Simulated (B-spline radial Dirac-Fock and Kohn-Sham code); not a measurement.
Ba⁷⁺, configuration [Kr] 4d10 5s2 5p1. Method: Dirac–Fock ΔSCF (average of configuration, Fermi nucleus, Breit and QED terms, no correlation) (computed with a radial B-spline solver). Open shells are averaged over j.

Predict the main features of the following plot. Bars give the relaxation, Breit and QED contributions (eV) to the binding energies of the deepest subshells, counted from the Koopmans value, on an axis that is logarithmic beyond ±1 eV.

For 1s (bound by 37.541 keV) relaxation contributes −65.3 eV, the Breit interaction −92.0 eV and QED −47.1 eV, so Breit is the largest correction there. For 3p1/2 the three are −13.5 eV, −2.4 eV and 0.079 eV. Relaxation is largest in size for 1s.

The computed plot:

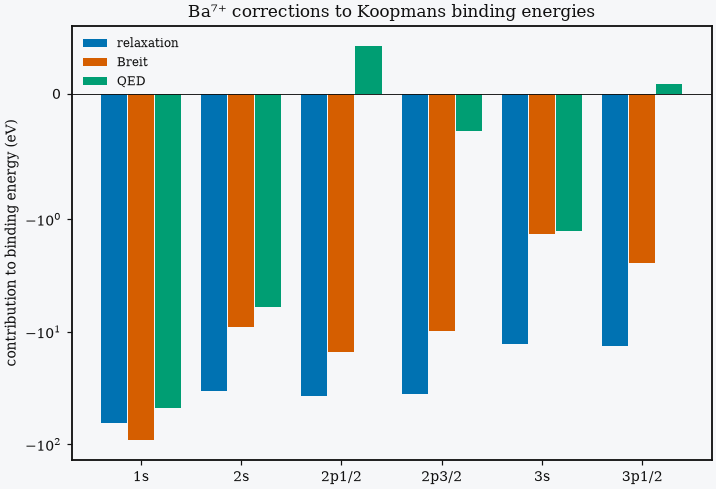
